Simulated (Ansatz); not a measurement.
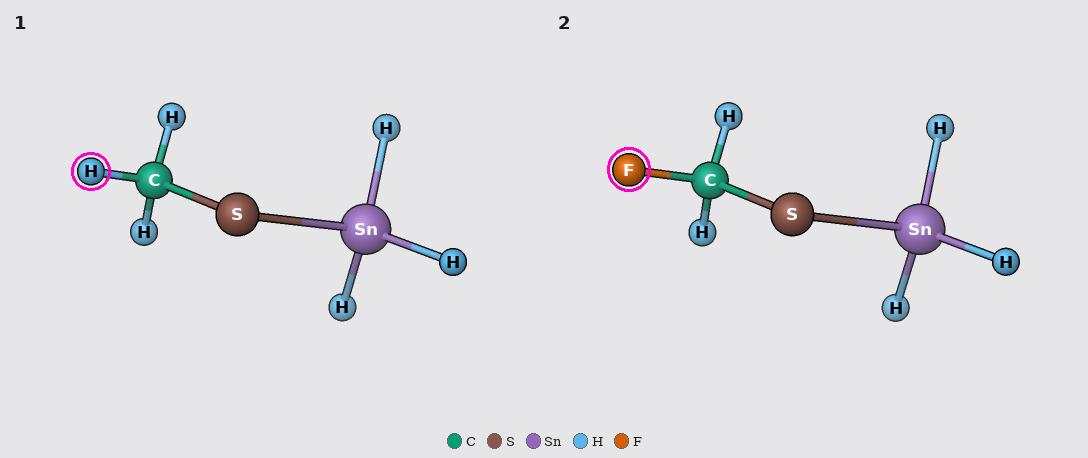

2 molecules with one skeleton, seen from the same side and at one scale; the atom that differs is circled. Charge 0, singlet. Computed geometries: PBE0-D4/def2-TZVP optimisations, one conformation each. Properties computed with Ansatz 0.2.0. Elements past Kr carry core potentials.

One atom differs, called X below: H in panel 1, F in panel 2. Their formulas are CH6SSn (`C[S][SnH3]`), CH5FSSn (`FC[S][SnH3]`).

In which is the length of X–C larger (PBE0-D4/def2-TZVP)?

In panel 2 (X = F).

In which is the HOMO energy (Kohn–Sham orbital) higher (PBE0-D4/def2-SVP)?

In panel 1 (X = H).

Give the values. With PBE0-D4/def2-TZVP: length of X–C (Å), angle S–C–X (°). With PBE0-D4/def2-SVP: HOMO energy (Kohn–Sham orbital) (eV), HOMO–LUMO gap (eV). With B3LYP-D4/def2-TZVPP: dipole moment (D).

```
                            quantity  1 (H)  2 (F)   2 − 1
                   length of X–C (Å)  1.090  1.369  +0.279
                     angle S–C–X (°)  106.6  108.0    +1.4
HOMO energy (Kohn–Sham orbital) (eV)  −6.60  −6.93   −0.33
                  HOMO–LUMO gap (eV)   6.46   6.50   +0.04
                   dipole moment (D)   1.41   2.81   +1.40
```
